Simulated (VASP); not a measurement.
Band structure of Cd2TeSe (space group R3m). All values below come from PBEsol GGA, VASP's PBE PAW potentials (set 64) (plane waves; VASP).

Unless said otherwise, spin-orbit coupling is left out, though it shifts the bands of the heavy elements here.

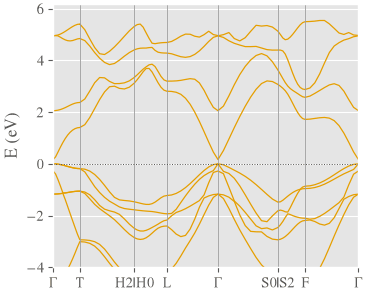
Figure. Bands along high-symmetry lines, zero at the valence-band maximum or, without a gap, the Fermi level

Read the plot: is there a gap, and where are the band edges?

The gap is direct, 0.17 eV, from the valence maximum at Γ to the conduction minimum at Γ. (Edges off the drawn lines would not show.)

The structure comes from a computed database's Cd2TeSe entry (R3m); how it stands against other phases isn't given here. It was relaxed first.
